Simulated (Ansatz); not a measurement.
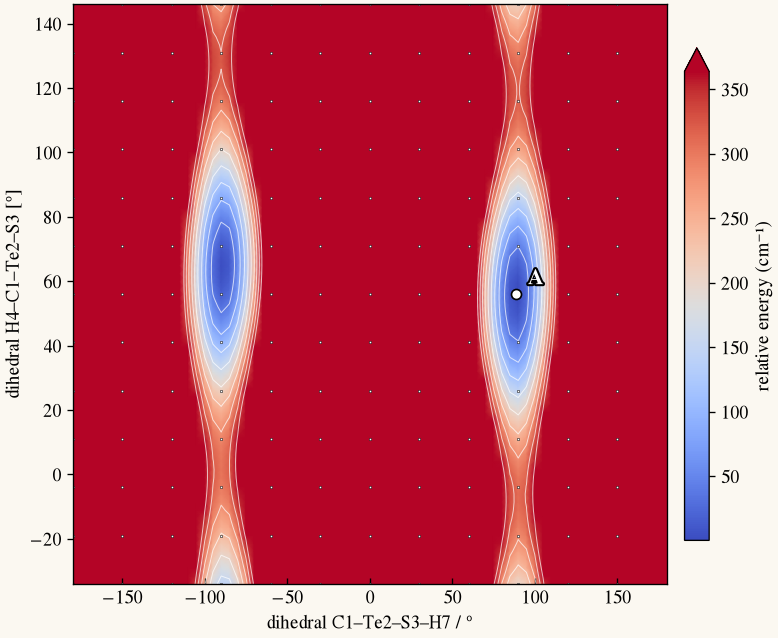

CH4STe, SMILES C[Te]S. The first coordinate is: dihedral C1–Te2–S3–H7; the second: dihedral H4–C1–Te2–S3. Nothing is relaxed (all other coordinates rigid). The grid has 12 × 13 points. Points are written as (first, second). All energies are given in cm⁻¹ relative to the lowest grid point. The calculation used RKS B3LYP-D4/def2-TZVP (Ansatz 0.2.0).

Drawn: a smooth colour map with a few white contour lines, dots at the grid points, one colour for all values above the top of the scale, the well A. Between grid points the surface is interpolated.

Q: Estimate the position of the minimum and the force constants in these coordinates. Take the well at A.

A: The interpolated minimum is at dihedral C1–Te2–S3–H7 ≈ 89°, dihedral H4–C1–Te2–S3 ≈ 56°. The curvatures there are about 0.55 eV/rad² and 0.16 eV/rad², with a cross term of about −0.01 eV/rad². Round the minimum the two coordinates are nearly uncoupled. (1 eV is 8066 cm⁻¹.)
